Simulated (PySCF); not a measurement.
## C$_{2}$H$_{7}$GeNO: geometry relaxation

- system: C$_{2}$H$_{7}$GeNO
- method: PBE0-D3(BJ)/def2-SVP geometry optimisation, gas phase (PySCF 2.14.0)

It belongs to a series of runs on one base structure; here: H on Ge replaced by NH2.

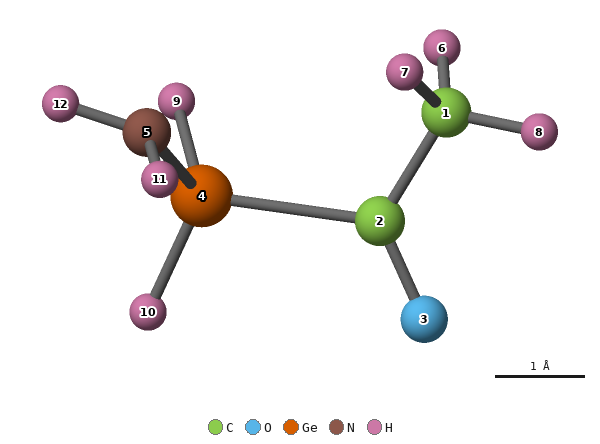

**Figure 1.** The input geometry (ball-and-stick view, seen at a tilt; atoms are numbered from 1 in the order of the input). Sticks mark near contacts. Bond lengths as drawn: C–C 1.47 Å, C–Ge 2.05 Å, C–H 1.07 to 1.11 Å, C–O 1.21 Å, Ge–H 1.50 to 1.52 Å, Ge–N 1.81 Å and H–N 1.00 to 1.02 Å.

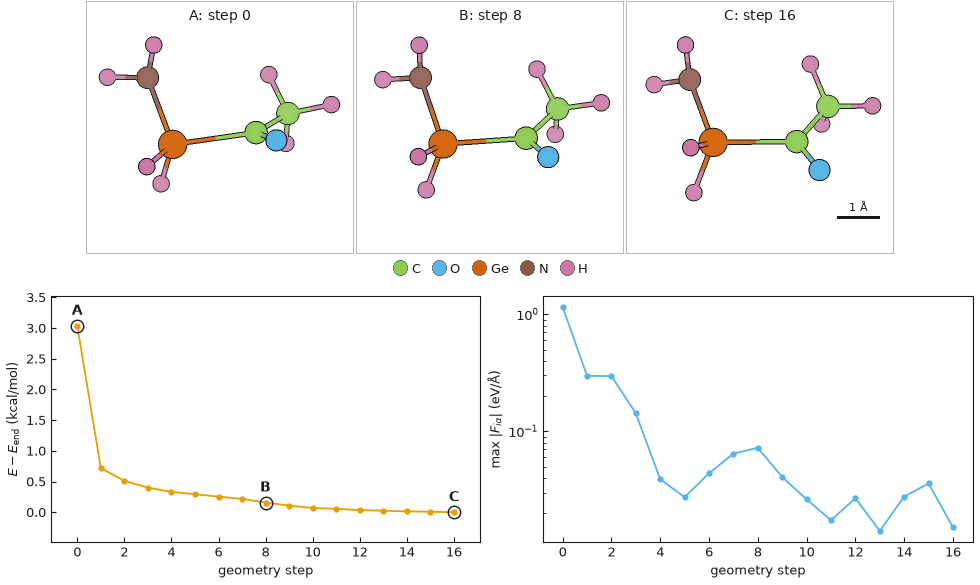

**Figure 2.** Frames of the relaxation (ball-and-stick view, seen at a tilt) above the curves, on which the letters mark them (steps are counted from 0).

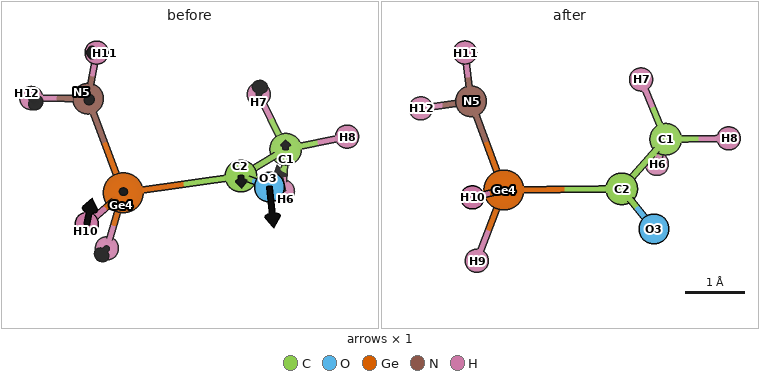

**Figure 3.** Before (left) and after (right) the relaxation, at one scale (ball-and-stick view, seen at a tilt). The black arrows give the displacements, at true length. The atom that moves furthest after the best rigid fit is O3 (0.81 Å). Largest moves by element: O 0.81 Å, H 0.56 Å, C 0.24 Å, N 0.20 Å, Ge 0.14 Å. Distances before and after: Ge4–H10 1.499 → 1.544 Å, C2–Ge4 2.050 → 2.009 Å, Ge4–N5 1.806 → 1.844 Å, C1–H6 1.070 → 1.103 Å. Among the angles that change: C2–Ge4–N5 104.7° → 108.5°, H7–C1–H8 107.9° → 111.5°, C2–Ge4–H9 112.8° → 109.3°. The energy falls by 3.04 kcal/mol in 16 geometry steps. The largest force component goes from 1.2 to 0.015 eV/Å. (Atoms are counted from 1 in the order of the input.)

The input that produced these results follows, with the program's output.

Input:
```
{"job": {"xc": "PBE0", "basis": "def2-SVP", "d3": "d3bj", "grid": 1, "shake": 0.01, "kind": "geom"}, "charge": 0, "multiplicity": 1}
C     -1.631470     0.282080     0.793240
C     -0.992700    -0.657320    -0.146790
O     -1.599200    -1.341480    -0.945550
Ge     1.053940    -0.718560    -0.043220
N      1.578770     0.979840    -0.360650
H     -1.417330     0.017780     1.808210
H     -1.212790     1.293390     0.625960
H     -2.714750     0.337140     0.641770
H      1.563550    -1.011530     1.355810
H      1.548930    -1.763840    -0.996670
H      1.287380     1.391740    -1.221640
H      2.575370     1.162480    -0.225340
```

The first line tells a small driver script what to run in PySCF; the rest is the geometry in Å.

Launch command:
```bash
OMP_NUM_THREADS=1 python <driver script> task.json out
```

What the program printed:
```
step   0  E = -2286.47875891  max force = 0.022372
step   1  E = -2286.48245198  max force = 0.005790
step   2  E = -2286.48278175  max force = 0.005762
step   3  E = -2286.48295734  max force = 0.002770
step   4  E = -2286.48306980  max force = 0.000757
step   5  E = -2286.48313001  max force = 0.000533
step   6  E = -2286.48319194  max force = 0.000852
step   7  E = -2286.48325032  max force = 0.001255
step   8  E = -2286.48334508  max force = 0.001407
step   9  E = -2286.48342393  max force = 0.000792
step  10  E = -2286.48348591  max force = 0.000510
step  11  E = -2286.48350805  max force = 0.000338
step  12  E = -2286.48354124  max force = 0.000521
step  13  E = -2286.48355657  max force = 0.000275
step  14  E = -2286.48357537  max force = 0.000538
step  15  E = -2286.48358412  max force = 0.000697
step  16  E = -2286.48359717  max force = 0.000294
optimisation converged
```

Trajectory as extended XYZ (Å, eV, eV/Å), 9 of the 17 frames kept, from step=0 to step=16:
```
12
Properties=species:S:1:pos:R:3:forces:R:3 step=0 energy=-62218.25614
C    -1.6315    0.2821    0.7932   -0.6310   1.1504  -0.7378
C    -0.9927   -0.6573   -0.1468    0.4875  -0.9749  -0.6997
O    -1.5992   -1.3415   -0.9456    0.3813   0.4308   0.4550
Ge    1.0539   -0.7186   -0.0432   -1.0528  -0.1068   0.1805
N     1.5788    0.9798   -0.3607    0.7644   0.5285   0.6255
H    -1.4173    0.0178    1.8082    0.3079  -0.2904   1.0650
H    -1.2128    1.2934    0.6260    0.0801  -0.1524   0.1158
H    -2.7147    0.3371    0.6418   -0.1872  -0.1439  -0.0369
H     1.5635   -1.0115    1.3558    0.0845  -0.1610   0.4400
H     1.5489   -1.7638   -0.9967    0.2622  -0.5898  -0.5879
H     1.2874    1.3917   -1.2216   -0.2151   0.3065  -0.7833
H     2.5754    1.1625   -0.2253   -0.2819   0.0031  -0.0361
12
Properties=species:S:1:pos:R:3:forces:R:3 step=2 energy=-62218.36560
C    -1.5985    0.3159    0.8683   -0.1693  -0.1102  -0.0984
C    -0.9713   -0.7298   -0.0157    0.2963   0.0447   0.0151
O    -1.5806   -1.5734   -0.6251   -0.1731   0.1067   0.0979
Ge    1.0346   -0.6895   -0.1264    0.0323  -0.0879   0.0560
N     1.5167    1.0546   -0.4711   -0.0369   0.0345   0.0128
H    -1.3402    0.0937    1.9181    0.0048  -0.0076  -0.0248
H    -1.1762    1.3090    0.6470    0.0123  -0.0349  -0.0221
H    -2.6913    0.3109    0.7501   -0.0235   0.0237   0.0239
H     1.6340   -1.0153    1.2575    0.0405  -0.0121  -0.0066
H     1.4946   -1.7443   -1.1578   -0.0145   0.0284  -0.0241
H     1.2038    1.4049   -1.3731    0.0344  -0.0111  -0.0299
H     2.5134    1.2380   -0.3874   -0.0032   0.0257   0.0002
12
Properties=species:S:1:pos:R:3:forces:R:3 step=4 energy=-62218.37344
C    -1.6045    0.3189    0.8630    0.0025   0.0221  -0.0189
C    -0.9599   -0.7317    0.0006   -0.0355   0.0072   0.0075
O    -1.5894   -1.5679   -0.5993    0.0220  -0.0182  -0.0059
Ge    1.0465   -0.6996   -0.1214    0.0005  -0.0230   0.0389
N     1.5093    1.0521   -0.4612   -0.0155   0.0330   0.0019
H    -1.3531    0.1141    1.9171    0.0045   0.0032   0.0176
H    -1.1841    1.3099    0.6308   -0.0007  -0.0016   0.0008
H    -2.6965    0.3066    0.7355    0.0119  -0.0056  -0.0024
H     1.6773   -1.0390    1.2450    0.0138  -0.0075  -0.0115
H     1.4906   -1.7319   -1.1797   -0.0107  -0.0067  -0.0248
H     1.1990    1.3934   -1.3679    0.0130  -0.0072  -0.0216
H     2.5036    1.2498   -0.3778   -0.0059   0.0043   0.0184
12
Properties=species:S:1:pos:R:3:forces:R:3 step=6 energy=-62218.37676
C    -1.5977    0.3271    0.8500    0.0000  -0.0134   0.0112
C    -0.9559   -0.7513    0.0215    0.0239  -0.0249  -0.0162
O    -1.5806   -1.6058   -0.5577   -0.0075   0.0125   0.0392
Ge    1.0490   -0.7122   -0.1224    0.0173   0.0438  -0.0387
N     1.4796    1.0575   -0.4368   -0.0195  -0.0365  -0.0255
H    -1.3372    0.1665    1.9107   -0.0035  -0.0016  -0.0225
H    -1.1811    1.3088    0.5763    0.0026   0.0054  -0.0030
H    -2.6894    0.3055    0.7298   -0.0221   0.0016   0.0035
H     1.7239   -1.0762    1.2159   -0.0048  -0.0025  -0.0080
H     1.4700   -1.7138   -1.2233   -0.0068   0.0273   0.0243
H     1.1926    1.3896   -1.3556    0.0128  -0.0080   0.0161
H     2.4658    1.2789   -0.3239    0.0076  -0.0038   0.0195
12
Properties=species:S:1:pos:R:3:forces:R:3 step=8 energy=-62218.38093
C    -1.6032    0.3280    0.8235   -0.0006  -0.0153   0.0032
C    -0.9492   -0.7950    0.0674    0.0370  -0.0006  -0.0045
O    -1.5596   -1.7145   -0.4196   -0.0154  -0.0105   0.0253
Ge    1.0484   -0.7088   -0.1501   -0.0128   0.0723  -0.0409
N     1.4503    1.0784   -0.4021    0.0232  -0.0592  -0.0366
H    -1.2953    0.2757    1.8821   -0.0037  -0.0069  -0.0131
H    -1.2352    1.2954    0.4479   -0.0060   0.0021   0.0038
H    -2.6972    0.2548    0.7508   -0.0071   0.0028   0.0024
H     1.7894   -1.1238    1.1357   -0.0234  -0.0137   0.0184
H     1.4307   -1.6498   -1.3148    0.0132   0.0164   0.0137
H     1.2429    1.4146   -1.3404   -0.0003   0.0129   0.0230
H     2.4169    1.3196   -0.1956   -0.0043  -0.0003   0.0052
12
Properties=species:S:1:pos:R:3:forces:R:3 step=10 energy=-62218.38476
C    -1.6206    0.3142    0.8081    0.0001   0.0022  -0.0086
C    -0.9450   -0.8164    0.0830   -0.0052   0.0262   0.0075
O    -1.5341   -1.7855   -0.3287    0.0057  -0.0197  -0.0018
Ge    1.0436   -0.6851   -0.1796   -0.0061  -0.0100  -0.0055
N     1.4632    1.0981   -0.3947    0.0170  -0.0045   0.0113
H    -1.2757    0.3211    1.8561   -0.0005  -0.0016   0.0042
H    -1.3081    1.2795    0.3806   -0.0022  -0.0017   0.0017
H    -2.7128    0.1935    0.7786    0.0050  -0.0006  -0.0030
H     1.7783   -1.1386    1.0976   -0.0064  -0.0025   0.0056
H     1.4259   -1.5987   -1.3636    0.0050  -0.0016  -0.0084
H     1.3114    1.4571   -1.3340   -0.0074   0.0060   0.0005
H     2.4128    1.3353   -0.1188   -0.0049   0.0079  -0.0034
12
Properties=species:S:1:pos:R:3:forces:R:3 step=12 energy=-62218.38627
C    -1.6424    0.2950    0.7651   -0.0023   0.0033  -0.0024
C    -0.9255   -0.8560    0.1174   -0.0087  -0.0114  -0.0003
O    -1.4658   -1.8963   -0.1708    0.0084   0.0237   0.0083
Ge    1.0458   -0.6632   -0.2167    0.0186  -0.0268   0.0179
N     1.4633    1.1265   -0.3472   -0.0131   0.0146   0.0099
H    -1.2598    0.4169    1.7929   -0.0013   0.0002  -0.0040
H    -1.4084    1.2359    0.2440    0.0009   0.0027  -0.0031
H    -2.7249    0.1075    0.7930   -0.0064  -0.0005  -0.0030
H     1.7992   -1.1877    1.0224    0.0076  -0.0022  -0.0159
H     1.4077   -1.5078   -1.4574   -0.0038   0.0084   0.0023
H     1.3706    1.5305   -1.2753   -0.0094  -0.0069  -0.0020
H     2.3793    1.3732    0.0172    0.0095  -0.0050  -0.0077
12
Properties=species:S:1:pos:R:3:forces:R:3 step=14 energy=-62218.38720
C    -1.6477    0.2982    0.7408   -0.0006   0.0047   0.0004
C    -0.9099   -0.8710    0.1529    0.0071  -0.0239  -0.0120
O    -1.4327   -1.9343   -0.0784   -0.0065   0.0028   0.0059
Ge    1.0536   -0.6678   -0.2206   -0.0082   0.0277   0.0012
N     1.4560    1.1289   -0.3091    0.0002   0.0012   0.0145
H    -1.2647    0.4856    1.7583    0.0007   0.0012  -0.0011
H    -1.4371    1.2143    0.1681    0.0010   0.0024   0.0004
H    -2.7256    0.0880    0.7819   -0.0013   0.0029   0.0026
H     1.8492   -1.2356    0.9702   -0.0004  -0.0040  -0.0016
H     1.3762   -1.4620   -1.5042    0.0024  -0.0045   0.0025
H     1.3481    1.5538   -1.2261   -0.0036  -0.0029  -0.0016
H     2.3734    1.3765    0.0508    0.0091  -0.0078  -0.0112
12
Properties=species:S:1:pos:R:3:forces:R:3 step=16 energy=-62218.38779
C    -1.6419    0.3080    0.7468   -0.0013   0.0003  -0.0056
C    -0.9148   -0.8639    0.1500    0.0012  -0.0033  -0.0107
O    -1.4502   -1.9166   -0.0993   -0.0011  -0.0049   0.0110
Ge    1.0526   -0.6751   -0.2125   -0.0120   0.0151  -0.0120
N     1.4594    1.1203   -0.3104    0.0050  -0.0013   0.0149
H    -1.2656    0.4775    1.7698    0.0019   0.0014   0.0013
H    -1.4141    1.2283    0.1873    0.0012  -0.0002   0.0032
H    -2.7231    0.1120    0.7757    0.0025   0.0021   0.0033
H     1.8471   -1.2380    0.9811   -0.0035  -0.0017   0.0052
H     1.3750   -1.4801   -1.4898    0.0029  -0.0062   0.0002
H     1.3208    1.5427   -1.2247   -0.0010   0.0027  -0.0019
H     2.3937    1.3594    0.0105    0.0042  -0.0039  -0.0089
```

Results in brief:

- outcome: converged
- total energy: −2286.483597 hartree
- dipole moment: 3.05 D
- point group: C1
- hardware: 1 CPU thread, shared host
- wall time: 1.8 min
- peak memory: 0.49 GiB
